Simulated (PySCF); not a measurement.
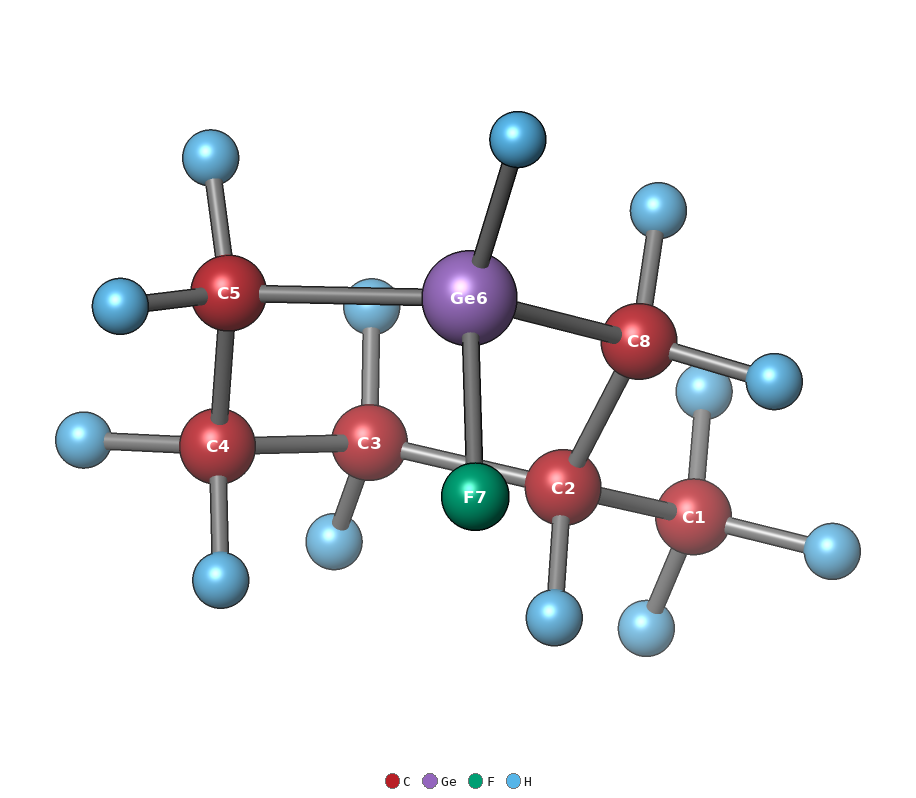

Distant atoms are faded towards the background colour. Computed geometry: PBE0-D3(BJ)/def2-SVP optimisation. No frequency run is at hand to confirm it as a minimum.

Question: How is the 6-membered ring C2–C3–C4–C5–Ge6–C8 puckered?

Answer: It is a chair (Cremer–Pople θ = 6°, folded into 0 to 90°). The Cremer–Pople amplitude Q is 0.59 Å.

Question: Give the torsion angles round the ring, beginning with the bond from its second to its third atom.

Answer: 69°, −55°, 42°, −42°, 54°, −67°.

Question: Are the substituents other than hydrogen axial or equatorial?

Answer: C1 on C2 is equatorial; F7 on Ge6 is axial.
